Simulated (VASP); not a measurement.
Band structure of WS (relaxed from the rock salt structure, space group Fm-3m). All values below come from PBE GGA, VASP's PBE PAW potentials (set 64) (plane waves; VASP).

Unless said otherwise, spin-orbit coupling is left out, though it shifts the bands of the heavy elements here.

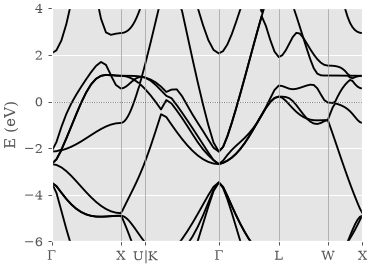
*Bands along high-symmetry lines, zero at the valence-band maximum or, without a gap, the Fermi level*

Read the plot: is there a gap, and where are the band edges?

It has no gap at this level: it comes out as a metal or semimetal. (Edges off the drawn lines would not show.)

The structure was generated: WS was put into the rock salt type (Fm-3m), which need not be its known phase. It was relaxed first, which changed the volume by -36 %.
